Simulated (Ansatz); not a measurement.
# Cl₂H₃N₂Ta: a spread of methods and bases

Aim: run Cl₂H₃N₂Ta under a spread of inputs, and see what each costs and gives.

The runs use Ansatz 0.2.0, Gaussian basis; the settings change from run to run.

**1. The geometry**

An earlier PBE0-D4 in a triple-zeta def2 set relaxation fixed the geometry. Ta takes a core potential in def2 sets; no spin-orbit term is included.

SMILES `[NH]=[Ta]([NH2])([Cl])[Cl]`, 8 atoms, charge 0, spin multiplicity 1.

Atoms are counted from 1 here; the program's logs count them from 0.

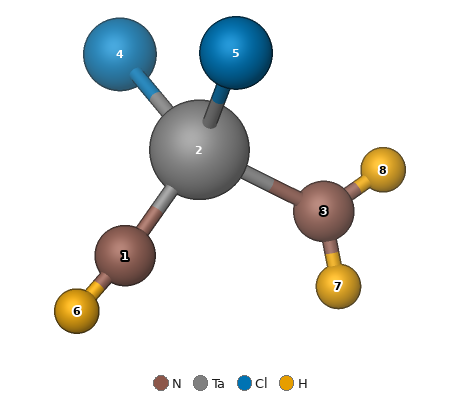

The geometry (nitrogen brown, tantalum grey, chlorine blue, hydrogen amber); atoms are numbered from 1 in the order of the file.

**2. wB97/def2-TZVPD**

Options: atoms shaken by 0.08 Å, finite nuclei, the search for lower states set to light.

Contents of in.yaml:

```yaml
crystal:
  periodic: [false, false, false]
  atoms:
    - {symbol: N, position_ang: [-0.765196, 1.276763, 0.909745]}
    - {symbol: Ta, position_ang: [-0.133312, 0.277564, -0.506277]}
    - {symbol: N, position_ang: [0.833819, -1.360183, 0.342897]}
    - {symbol: Cl, position_ang: [-1.876102, -0.550418, -1.736528]}
    - {symbol: Cl, position_ang: [1.226568, 1.755057, -1.698706]}
    - {symbol: H, position_ang: [-1.168102, 1.778173, 1.776258]}
    - {symbol: H, position_ang: [0.912526, -1.321538, 1.181905]}
    - {symbol: H, position_ang: [1.356552, -2.028315, -0.163694]}
basis:
  gaussian: {orbitals: def2-TZVPD, nuclear_model: gaussian}
hamiltonian: {xc: {name: wB97}}
scf: {lower_state_search: light}
```

Command:

```console
$ ansatz run in.yaml --threads 4 --pin off --events-out ev --progress --plain --max-ram 10444MiB
```

What it wrote:

```text
Functional definition: wB97
  name "wB97"
  cite "Chai & Head-Gordon, J. Chem. Phys. 128, 084106 (2008) doi:10.1063/1.2834918"
  cite "Becke, J. Chem. Phys. 107, 8554 (1997) doi:10.1063/1.475007"
  parameter omega = 0.4/bohr
  parameter cx1 = 1.13116
  parameter cx2 = -2.74915
  parameter cx3 = 12.0900
  parameter cx4 = -5.71642
  parameter css1 = -2.55352
  parameter css2 = 11.8926
  parameter css3 = -26.9452
  parameter css4 = 17.0927
  parameter cos1 = 3.99051
  parameter cos2 = -17.0066
  parameter cos3 = 1.07292
  parameter cos4 = 8.88211
  # The coefficients of nought are those of the uniform gas.
  exchange = spin_sum(e_x_unif_sr(omega)*poly(b97_u_x, 1, cx1, cx2, cx3, cx4)) + exact_x_lr(omega)
  correlation = spin_sum(e_c_pw_same_spin*poly(b97_u_same, 1, css1, css2, css3, css4))
      + integral(e_c_pw_opposite_spin*poly(b97_u_opposite, 1, cos1, cos2, cos3, cos4))
1437 factors; their error is unknown
558 factors; integrals over basis functions are off by at most 3.9e-5 eV
mean field evaluation 1: about -29616.8985 eV, gradient 8.6e1 eV
mean field evaluation 2: about -29563.4474 eV, gradient 1.8e2 eV
mean field evaluation 4: about -29631.5539 eV, gradient 9.1e0 eV
mean field evaluation 8: about -29631.7090 eV, gradient 3.1e-1 eV
mean field evaluation 16: about -29631.6863 eV, gradient 6.1e-4 eV
mean field -29631.68630336 eV, -1088.9443865700 hartree, gradient 4.2e-5 eV, S^2 0.000000; 0 other end points of the search recorded, 0 dependent functions left out
reference -29631.68628325 eV, -1088.9443858311 hartree; 32, 32 occupied and 204, 204 virtual orbitals, 1437 factors
Total energy: -29631.68628325 eV, -1088.9443858311 hartree
```

Wall time 7 s (4 threads of Arm Neoverse V2, shared host); peak memory 0.62 GiB.

**3. wB97/def2-TZVPP**

Set apart from the defaults: finite nuclei.

Contents of in.yaml:

```yaml
crystal:
  periodic: [false, false, false]
  atoms:
    - {symbol: N, position_ang: [-0.811479, 1.147261, 0.932829]}
    - {symbol: Ta, position_ang: [-0.193859, 0.312900, -0.480045]}
    - {symbol: N, position_ang: [0.807729, -1.178349, 0.290257]}
    - {symbol: Cl, position_ang: [-1.933718, -0.480701, -1.785156]}
    - {symbol: Cl, position_ang: [1.222823, 1.689959, -1.687120]}
    - {symbol: H, position_ang: [-1.211363, 1.695464, 1.676480]}
    - {symbol: H, position_ang: [0.916664, -1.381301, 1.271361]}
    - {symbol: H, position_ang: [1.295401, -1.862234, -0.274203]}
basis:
  gaussian: {orbitals: def2-TZVPP, nuclear_model: gaussian}
hamiltonian: {xc: {name: wB97}}
```

Launched as before.

What it wrote, cut to the lines that bear on the results:

```text
Functional definition: wB97
  name "wB97"
  cite "Chai & Head-Gordon, J. Chem. Phys. 128, 084106 (2008) doi:10.1063/1.2834918"
  cite "Becke, J. Chem. Phys. 107, 8554 (1997) doi:10.1063/1.475007"
[...]
  # The coefficients of nought are those of the uniform gas.
[...]
      + integral(e_c_pw_opposite_spin*poly(b97_u_opposite, 1, cos1, cos2, cos3, cos4))
1412 factors; their error is unknown
361 factors; integrals over basis functions are off by at most 3.5e-5 eV
[...]
mean field -29633.40137623 eV, -1089.0074143356 hartree, gradient 1.5e-5 eV, S^2 0.000000; 0 other end points of the search recorded, 0 dependent functions left out
reference -29633.40136578 eV, -1089.0074139517 hartree; 32, 32 occupied and 212, 212 virtual orbitals, 1412 factors
Total energy: -29633.40136578 eV, -1089.0074139517 hartree
```

It took 7 s on 4 threads of Arm Neoverse V2, shared host; peak memory 0.54 GiB.

**4. wB97/x2c-TZVPPall**

Options: charge -1, multiplicity 2, atoms shaken by 0.03 Å.

Contents of in.yaml:

```yaml
crystal:
  periodic: [false, false, false]
  atoms:
    - {symbol: N, position_ang: [-0.822682, 1.151737, 0.929807]}
    - {symbol: Ta, position_ang: [-0.200894, 0.322816, -0.498742]}
    - {symbol: N, position_ang: [0.848596, -1.151706, 0.289124]}
    - {symbol: Cl, position_ang: [-1.949755, -0.482880, -1.847694]}
    - {symbol: Cl, position_ang: [1.219925, 1.676924, -1.674037]}
    - {symbol: H, position_ang: [-1.230197, 1.707089, 1.688395]}
    - {symbol: H, position_ang: [0.945963, -1.365610, 1.311373]}
    - {symbol: H, position_ang: [1.267424, -1.836306, -0.223836]}
basis:
  gaussian: {orbitals: x2c-TZVPPall}
total_charge: -1
magnetization: {spin_polarized: true, initial_magnetization: 1}
hamiltonian: {xc: {name: wB97}}
output: {forces: true}
```

The command is unchanged.

What it wrote, cut to the lines that bear on the results:

```text
Functional definition: wB97
  name "wB97"
  cite "Chai & Head-Gordon, J. Chem. Phys. 128, 084106 (2008) doi:10.1063/1.2834918"
  cite "Becke, J. Chem. Phys. 107, 8554 (1997) doi:10.1063/1.475007"
[...]
  # The coefficients of nought are those of the uniform gas.
[...]
      + integral(e_c_pw_opposite_spin*poly(b97_u_opposite, 1, cos1, cos2, cos3, cos4))
1903 factors; their error is unknown
389 factors; integrals over basis functions are off by at most 7.2e-5 eV
[...]
mean field -452905.44844505 eV, -16643.9682400165 hartree, gradient 2.5e-5 eV, S^2 0.752942; 4 other end points of the search recorded, 0 dependent functions left out
[...]
reference -452905.44843022 eV, -16643.9682394717 hartree; 63, 62 occupied and 222, 223 virtual orbitals, 1903 factors
Total energy: -452905.44843022 eV, -16643.9682394717 hartree
Relativity: scalar
Atom 0 at    -0.822682     1.151737     0.929807 Å, force    -0.990436     1.242343     1.638372 eV/Å
Atom 1 at    -0.200894     0.322816    -0.498742 Å, force    -0.394668    -0.736528     1.702078 eV/Å
Atom 2 at     0.848596    -1.151706     0.289124 Å, force    -0.663191     0.923811     3.043458 eV/Å
Atom 3 at    -1.949755    -0.482880    -1.847694 Å, force    -0.722988    -0.288947    -0.909219 eV/Å
Atom 4 at     1.219925     1.676924    -1.674037 Å, force     1.147951     1.181737    -1.390672 eV/Å
Atom 5 at    -1.230197     1.707089     1.688395 Å, force     0.308974    -0.382165    -0.811472 eV/Å
Atom 6 at     0.945963    -1.365610     1.311373 Å, force    -0.229621     0.467408    -1.722116 eV/Å
Atom 7 at     1.267424    -1.836306    -0.223836 Å, force     1.543979    -2.407660    -1.550429 eV/Å
Dipole moment:     0.300922    -0.376961     0.316401 e Å
```

It took 80 s on 4 threads of Arm Neoverse V2, shared host; peak memory 2.1 GiB.

Largest force 3.253 eV/Å, ⟨S²⟩ 0.753.

**5. revPBE0/def2-mTZVP**

Set apart from the defaults: D3(BJ) dispersion.

Contents of in.yaml:

```yaml
crystal:
  periodic: [false, false, false]
  atoms:
    - {symbol: N, position_ang: [-0.811479, 1.147261, 0.932829]}
    - {symbol: Ta, position_ang: [-0.193859, 0.312900, -0.480045]}
    - {symbol: N, position_ang: [0.807729, -1.178349, 0.290257]}
    - {symbol: Cl, position_ang: [-1.933718, -0.480701, -1.785156]}
    - {symbol: Cl, position_ang: [1.222823, 1.689959, -1.687120]}
    - {symbol: H, position_ang: [-1.211363, 1.695464, 1.676480]}
    - {symbol: H, position_ang: [0.916664, -1.381301, 1.271361]}
    - {symbol: H, position_ang: [1.295401, -1.862234, -0.274203]}
basis:
  gaussian: {orbitals: def2-mTZVP}
hamiltonian: {xc: {name: revPBE0}, dispersion: d3bj}
output: {forces: true}
```

The command is unchanged.

What it wrote, cut to the lines that bear on the results:

```text
Functional definition: revPBE0
  name "revPBE0"
  cite "Zhang & Yang, Phys. Rev. Lett. 80, 890 (1998) doi:10.1103/PhysRevLett.80.890"
  cite "Adamo & Barone, J. Chem. Phys. 110, 6158 (1999) doi:10.1063/1.478522"
  cite "Perdew, Burke & Ernzerhof, Phys. Rev. Lett. 77, 3865 (1996) doi:10.1103/PhysRevLett.77.3865"
[...]
1222 factors; integrals over basis functions are off by at most 1.1e-3 eV
[...]
mean field -29627.49042710 eV, -1088.7901909618 hartree, gradient 1.4e-5 eV, S^2 0.000000; 0 other end points of the search recorded, 0 dependent functions left out
[...]
reference -29627.49046664 eV, -1088.7901924146 hartree; 32, 32 occupied and 95, 95 virtual orbitals, 1222 factors
Total energy: -29627.93968861 eV, -1088.8067010178 hartree
Atom 0 at    -0.811479     1.147261     0.932829 Å, force     0.042453    -0.061497    -0.002913 eV/Å
Atom 1 at    -0.193859     0.312900    -0.480045 Å, force     0.053691    -0.086213     0.196652 eV/Å
Atom 2 at     0.807729    -1.178349     0.290257 Å, force    -0.034423     0.050122    -0.011557 eV/Å
Atom 3 at    -1.933718    -0.480701    -1.785156 Å, force    -0.257987    -0.112282    -0.191026 eV/Å
Atom 4 at     1.222823     1.689959    -1.687120 Å, force     0.204715     0.205808    -0.176513 eV/Å
Atom 5 at    -1.211363     1.695464     1.676480 Å, force    -0.078772     0.108687     0.126333 eV/Å
Atom 6 at     0.916664    -1.381301     1.271361 Å, force     0.014692    -0.026116     0.109595 eV/Å
Atom 7 at     1.295401    -1.862234    -0.274203 Å, force     0.055631    -0.078508    -0.050571 eV/Å
Dipole moment:     0.225270    -0.348977     0.472059 e Å
```

Run time: 2.1 s. Hardware: 4 threads of Arm Neoverse V2, shared host; peak memory 0.29 GiB.

Largest force 0.340 eV/Å, dipole 3.02 D.

**6. PBE/ANO-RCC-VTZP**

Options: multiplicity 3, restricted open-shell orbitals, D3(BJ) with three-body dispersion.

in.yaml, as its differences from that of step 5:

```diff
@@ -12,4 +12,5 @@
 basis:
-  gaussian: {orbitals: def2-mTZVP}
-hamiltonian: {xc: {name: revPBE0}, dispersion: d3bj}
+  gaussian: {orbitals: ANO-RCC-VTZP}
+magnetization: {spin_polarized: false, initial_magnetization: 2}
+hamiltonian: {xc: {name: PBE}, dispersion: d3bjatm}
 output: {forces: true}
```

Launched as before.

What it wrote, cut to the lines that bear on the results:

```text
Functional definition: PBE
  name "PBE"
  cite "Perdew, Burke & Ernzerhof, Phys. Rev. Lett. 77, 3865 (1996) doi:10.1103/PhysRevLett.77.3865"
  parent pbe
[...]
2259 factors; their error is unknown
[...]
mean field -452833.67670026 eV, -16641.3306770442 hartree, gradient 1.4e-5 eV, S^2 2.000000; 12 other end points of the search recorded, 0 dependent functions left out
[...]
reference -452833.67678824 eV, -16641.3306802775 hartree; 63, 61 occupied and 211, 213 virtual orbitals, 2259 factors
Total energy: -452833.89554184 eV, -16641.3387193241 hartree
Relativity: scalar
Atom 0 at    -0.811479     1.147261     0.932829 Å, force    -1.517328     2.041702     3.655054 eV/Å
Atom 1 at    -0.193859     0.312900    -0.480045 Å, force     1.438044    -1.955133    -3.005038 eV/Å
Atom 2 at     0.807729    -1.178349     0.290257 Å, force     0.205379    -0.287519    -0.252298 eV/Å
Atom 3 at    -1.933718    -0.480701    -1.785156 Å, force    -0.516776    -0.123453    -0.488661 eV/Å
Atom 4 at     1.222823     1.689959    -1.687120 Å, force     0.320132     0.451979    -0.462541 eV/Å
Atom 5 at    -1.211363     1.695464     1.676480 Å, force    -0.285778     0.406060     0.208137 eV/Å
Atom 6 at     0.916664    -1.381301     1.271361 Å, force     0.047019    -0.086852     0.409673 eV/Å
Atom 7 at     1.295401    -1.862234    -0.274203 Å, force     0.309307    -0.446783    -0.064325 eV/Å
Dipole moment:     0.158095    -0.257251     0.603648 e Å
```

It took 2.3 min on 4 threads of Arm Neoverse V2, shared host; peak memory 2.1 GiB.

Largest force 4.453 eV/Å, dipole 3.24 D.

**7. B3LYP5/def2-TZVPP**

Options: coordinates scaled by 1.25, finite nuclei, a point charge of 2.00 e beside it.

Contents of in.yaml:

```yaml
crystal:
  periodic: [false, false, false]
  atoms:
    - {symbol: N, position_ang: [-1.014349, 1.434076, 1.166037]}
    - {symbol: Ta, position_ang: [-0.242324, 0.391125, -0.600056]}
    - {symbol: N, position_ang: [1.009662, -1.472936, 0.362821]}
    - {symbol: Cl, position_ang: [-2.417147, -0.600876, -2.231445]}
    - {symbol: Cl, position_ang: [1.528529, 2.112449, -2.108900]}
    - {symbol: H, position_ang: [-1.514203, 2.119330, 2.095600]}
    - {symbol: H, position_ang: [1.145831, -1.726626, 1.589201]}
    - {symbol: H, position_ang: [1.619251, -2.327792, -0.342754]}
basis:
  gaussian: {orbitals: def2-TZVPP, nuclear_model: gaussian, point_charges: [{charge: 2.00, position_ang: [4.290, 0.983, 0.621]}]}
hamiltonian: {xc: {name: B3LYP5}}
```

Launched as before.

What it wrote, cut to the lines that bear on the results:

```text
Functional definition: B3LYP5
  name "B3LYP5"
  cite "Stephens, Devlin, Chabalowski & Frisch, J. Phys. Chem. 98, 11623 (1994) doi:10.1021/j100096a001"
  cite "Becke, Phys. Rev. A 38, 3098 (1988) doi:10.1103/PhysRevA.38.3098"
  cite "Lee, Yang & Parr, Phys. Rev. B 37, 785 (1988) doi:10.1103/PhysRevB.37.785"
  cite "Vosko, Wilk & Nusair, Can. J. Phys. 58, 1200 (1980) doi:10.1139/p80-159"
[...]
1487 factors; their error is unknown
[...]
mean field -29620.25851978 eV, -1088.5244232698 hartree, gradient 6.2e-5 eV, S^2 0.000000; 0 other end points of the search recorded, 0 dependent functions left out
reference -29620.25884509 eV, -1088.5244352245 hartree; 32, 32 occupied and 212, 212 virtual orbitals, 1487 factors
Total energy: -29620.25884509 eV, -1088.5244352245 hartree
```

Run time: 3 s. Hardware: 4 threads of Arm Neoverse V2, shared host; peak memory 0.49 GiB.

**8. wB97M-V/def2-SVPD**

This run has atoms shaken by 0.08 Å, relativity set to scalar, high accuracy.

Contents of in.yaml:

```yaml
crystal:
  periodic: [false, false, false]
  atoms:
    - {symbol: N, position_ang: [-0.630872, 1.028638, 1.144212]}
    - {symbol: Ta, position_ang: [-0.235746, 0.312648, -0.306668]}
    - {symbol: N, position_ang: [0.929982, -1.132635, 0.360695]}
    - {symbol: Cl, position_ang: [-2.074016, -0.519579, -1.765085]}
    - {symbol: Cl, position_ang: [1.183457, 1.697107, -1.607219]}
    - {symbol: H, position_ang: [-1.199540, 1.796226, 1.653251]}
    - {symbol: H, position_ang: [0.994419, -1.418325, 1.316029]}
    - {symbol: H, position_ang: [1.413893, -1.807707, -0.238576]}
basis:
  gaussian: {orbitals: def2-SVPD}
hamiltonian: {xc: {name: wB97M-V}, pseudopotentials: {relativity: scalar}}
accuracy: high
output: {forces: true}
```

Same command.

What it wrote, cut to the lines that bear on the results:

```text
Functional definition: wB97M-V
  name "wB97M-V"
  cite "Mardirossian & Head-Gordon, J. Chem. Phys. 144, 214110 (2016) doi:10.1063/1.4952647"
  cite "Becke, J. Chem. Phys. 107, 8554 (1997) doi:10.1063/1.475007"
  cite "Vydrov & Van Voorhis, J. Chem. Phys. 133, 244103 (2010) doi:10.1063/1.3521275"
  # Of w^i u^j: cxij and so on, Table III.
[...]
  gx(w, u) = 1 - cx + cx01*u + cx10*w
  gss(w, u) = css00 + css04*u^4 + css10*w + css20*w^2 + css43*w^4*u^3
  gos(w, u) = cos00 + cos10*w + (cos20 + cos21*u)*w^2 + (cos60 + cos61*u)*w^6
[...]
      + integral(e_c_pw_mod_opposite_spin*gos(b97_w_opposite, b97_u_opposite)) + vv10(b, c)
3061 factors; integrals over basis functions are off by at most 3.7e-9 eV
638 factors; integrals over basis functions are off by at most 1.7e-9 eV
[...]
reference -29686.09159900 eV, -1090.9437443078 hartree; 32, 32 occupied and 121, 121 virtual orbitals, 3061 factors
Total energy: -29686.09159900 eV, -1090.9437443078 hartree
Relativity: scalar
Atom 0 at    -0.630872     1.028638     1.144212 Å, force    -3.568390     4.913052     5.531544 eV/Å
Atom 1 at    -0.235746     0.312648    -0.306668 Å, force     1.958577    -3.709998    -6.102892 eV/Å
Atom 2 at     0.929982    -1.132635     0.360695 Å, force    -0.420953    -0.020919    -1.061844 eV/Å
Atom 3 at    -2.074016    -0.519579    -1.765085 Å, force     0.945448     0.557846     1.066920 eV/Å
Atom 4 at     1.183457     1.697107    -1.607219 Å, force    -0.372116    -0.111178     0.369785 eV/Å
Atom 5 at    -1.199540     1.796226     1.653251 Å, force     1.489558    -1.878314    -0.627548 eV/Å
Atom 6 at     0.994419    -1.418325     1.316029 Å, force     0.154815    -0.039893     0.713879 eV/Å
Atom 7 at     1.413893    -1.807707    -0.238576 Å, force    -0.186940     0.289405     0.110155 eV/Å
Dipole moment:     0.171679    -0.185016     0.623014 e Å
```

Wall time 61 s (4 threads of Arm Neoverse V2, shared host); peak memory 1.4 GiB.

Largest force 8.214 eV/Å, dipole 3.23 D.

**9. BHLYP/def2-TZVPD**

Options: D3(BJ) dispersion.

Contents of in.yaml:

```yaml
crystal:
  periodic: [false, false, false]
  atoms:
    - {symbol: N, position_ang: [-0.811479, 1.147261, 0.932829]}
    - {symbol: Ta, position_ang: [-0.193859, 0.312900, -0.480045]}
    - {symbol: N, position_ang: [0.807729, -1.178349, 0.290257]}
    - {symbol: Cl, position_ang: [-1.933718, -0.480701, -1.785156]}
    - {symbol: Cl, position_ang: [1.222823, 1.689959, -1.687120]}
    - {symbol: H, position_ang: [-1.211363, 1.695464, 1.676480]}
    - {symbol: H, position_ang: [0.916664, -1.381301, 1.271361]}
    - {symbol: H, position_ang: [1.295401, -1.862234, -0.274203]}
basis:
  gaussian: {orbitals: def2-TZVPD}
hamiltonian: {xc: {name: BHLYP}, dispersion: d3bj}
```

Launched as before.

What it wrote:

```text
Functional definition: BHLYP
  name "BHLYP"
  cite "Becke, J. Chem. Phys. 98, 1372 (1993) doi:10.1063/1.464304"
  cite "Becke, Phys. Rev. A 38, 3098 (1988) doi:10.1103/PhysRevA.38.3098"
  cite "Lee, Yang & Parr, Phys. Rev. B 37, 785 (1988) doi:10.1103/PhysRevB.37.785"
  parameter a = 0.5
  exchange = (1 - a)*b88_x + a*exact_x
  correlation = lyp_c
1668 factors; their error is unknown
mean field evaluation 1: about -29614.8995 eV, gradient 8.5e1 eV
mean field evaluation 2: about -29558.3212 eV, gradient 1.8e2 eV
mean field evaluation 4: about -29628.2949 eV, gradient 1.2e1 eV
mean field evaluation 8: about -29628.5900 eV, gradient 6.0e-2 eV
mean field evaluation 16: about -29628.7535 eV, gradient 1.9e-4 eV
mean field -29628.75347687 eV, -1088.8366071847 hartree, gradient 4.0e-5 eV, S^2 0.000000; 0 other end points of the search recorded, 0 dependent functions left out
reference -29628.75370157 eV, -1088.8366154422 hartree; 32, 32 occupied and 204, 204 virtual orbitals, 1668 factors
Total energy: -29629.14784863 eV, -1088.8511000794 hartree
```

Run time: 3.4 s. Hardware: 4 threads of Arm Neoverse V2, shared host; peak memory 0.55 GiB.

**10. RPA/def2-TZVP**

Options: charge +1, multiplicity 2, atoms shaken by 0.08 Å, a grid of angular degree 23, the search for lower states set to light.

Contents of in.yaml:

```yaml
crystal:
  periodic: [false, false, false]
  atoms:
    - {symbol: N, position_ang: [-0.750110, 1.077359, 1.110811]}
    - {symbol: Ta, position_ang: [-0.301310, 0.425255, -0.396128]}
    - {symbol: N, position_ang: [0.882022, -1.164598, 0.253578]}
    - {symbol: Cl, position_ang: [-2.033922, -0.522004, -1.749950]}
    - {symbol: Cl, position_ang: [1.325144, 1.701571, -1.717970]}
    - {symbol: H, position_ang: [-1.190898, 1.814437, 1.665689]}
    - {symbol: H, position_ang: [1.023135, -1.433994, 1.392522]}
    - {symbol: H, position_ang: [1.239161, -1.855750, -0.426298]}
basis:
  gaussian: {orbitals: def2-TZVP, final_grid: {core_spheres: 8, valence_spheres: 7, degree: 23}}
total_charge: 1
magnetization: {spin_polarized: true, initial_magnetization: 1}
hamiltonian: {xc: {name: HF}}
correlation: {method: rpa}
scf: {lower_state_search: light}
```

The command is unchanged.

What it wrote, cut to the lines that bear on the results:

```text
Functional definition: HF
  name "HF"
  cite "Fock, Z. Phys. 61, 126 (1930) doi:10.1007/BF01340294"
  parent pbe
[...]
1341 factors; integrals over basis functions are off by at most 8.7e-4 eV
[...]
mean field -29550.63771812 eV, -1085.9659059992 hartree, gradient 2.5e-6 eV, S^2 0.764488; 6 other end points of the search recorded, 0 dependent functions left out
12 core orbitals not correlated: weight in the atoms' cores, before any rotation towards them, 1.000 or more for the frozen orbitals, at most 0.000 for the correlated occupied ones
reference -29550.63771812 eV, -1085.9659059992 hartree; 20, 19 occupied and 162, 163 virtual orbitals, 1341 factors
Total energy: -29583.64672222 eV, -1087.1789645257 hartree
```

It took 15 s on 4 threads of Arm Neoverse V2, shared host; peak memory 0.57 GiB.

⟨S²⟩ 0.764.

**11. The runs in one table**

```
             level  charge  multiplicity              geometry  functions  energy (eV)     time
   wB97/def2-TZVPD       0             1                shaken        236   -29631.686      7 s
   wB97/def2-TZVPP       0             1               relaxed        244   -29633.401      7 s
 wB97/x2c-TZVPPall      -1             2                shaken        285  -452905.448     80 s
revPBE0/def2-mTZVP       0             1               relaxed        127   -29627.940    2.1 s
  PBE/ANO-RCC-VTZP       0             3               relaxed        274  -452833.896  2.3 min
 B3LYP5/def2-TZVPP       0             1  scaled, point charge        244   -29620.259      3 s
 wB97M-V/def2-SVPD       0             1                shaken        153   -29686.092     61 s
  BHLYP/def2-TZVPD       0             1               relaxed        236   -29629.148    3.4 s
     RPA/def2-TZVP       1             2                shaken        194   -29583.647     15 s
```

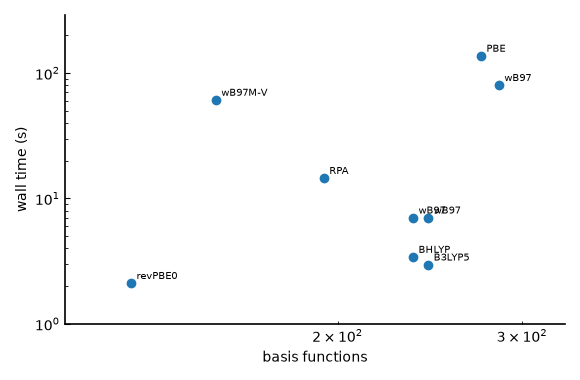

Wall time against the number of basis functions (shared host).

**12. Outcome**

| quantity | value |
| --- | --- |
| runs | 9 |
| quickest | revPBE0/def2-mTZVP, 2.1 s |
| slowest | PBE/ANO-RCC-VTZP, 2.3 min |
| spread of total energies, same state and geometry | 5.5 eV |

What this shows: PBE/ANO-RCC-VTZP took 65 times as long as revPBE0/def2-mTZVP. The jobs differ in tasks and options as well as level. Total energies at one charge and spin differ by 5 eV between levels, so only differences within one level mean anything. At the PBE0-D4/def2-TZVP geometry and in the same state, runs without warnings or point charges leave forces up to 0.34 eV/Å (revPBE0/def2-mTZVP), against 8.2 eV/Å where the atoms were moved.
